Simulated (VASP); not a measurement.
Band structure of Ti3AlC (space group Pm-3m). Calculation: PBEsol GGA, VASP's PBE PAW potentials (set 64) (plane waves; VASP).

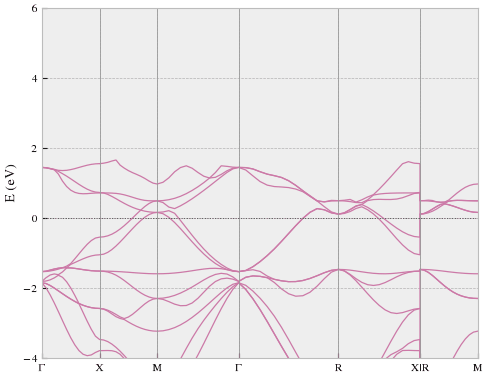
Bands along high-symmetry lines, zero at the valence-band maximum or, without a gap, the Fermi level

Question: Read the plot: is there a gap, and where are the band edges?

Answer: It has no gap at this level: it comes out as a metal or semimetal. (Edges off the drawn lines would not show.)

The structure comes from a computed database's Ti3AlC entry (Pm-3m); how it stands against other phases isn't given here. It was relaxed first. The electron count is odd and the run is not spin-polarised, which forces a metal.
